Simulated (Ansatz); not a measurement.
The starting structures come from a database of crystals and need not be the phases stable at ambient conditions.

 Where the default PAW files enter, the runs use the earlier of Ansatz's two default sets.

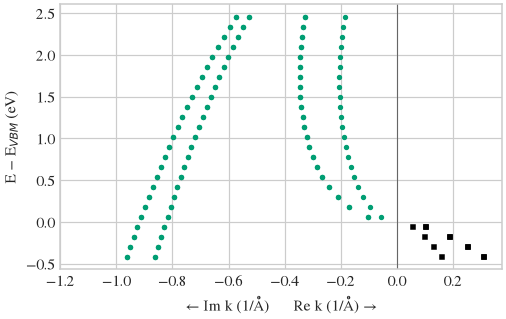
Fig. 1. Complex bands at the centre of the two-dimensional zone; Ansatz (a quantum-chemistry and plane-wave program) with r2SCAN

The gap is the functional's own, uncorrected, and κ follows it; spin-orbit coupling is left out. Mid-gap values are interpolated between the computed energies.

This is SrTe (Fm-3m, rock salt, not sure to be the ambient phase, 2 atoms a cell, 37.8 Å³ an atom) along the normal of (111). Read off the slowest decay at the centre of the two-dimensional zone at 1.14 eV, the computed energy nearest the middle of the gap.

κ ≈ 0.19 1/Å, a decay length 1/(2κ) of the density of 2.6 Å.
